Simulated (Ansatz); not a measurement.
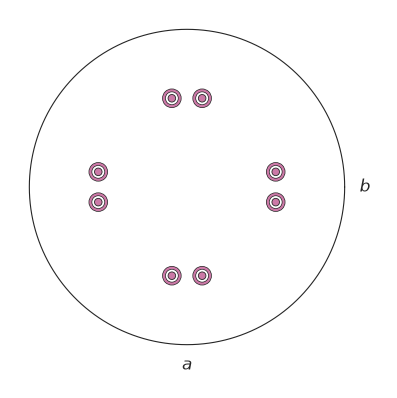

Stereographic projection: filled dots lie in the upper hemisphere, open rings in the lower. The c axis points at the viewer. The poles are all faces of one general form. Computed from the symmetry operations of a computed or model structure of composition Sn.

Identify the point group and its elements.

4/mmm (D4h), order 16, tetragonal system: one fourfold axis, four twofold axes, five mirror planes, an inversion centre.

Can such a crystal be piezoelectric, pyroelectric or chiral?

It is centrosymmetric, so neither piezoelectric nor pyroelectric; it is not chiral.
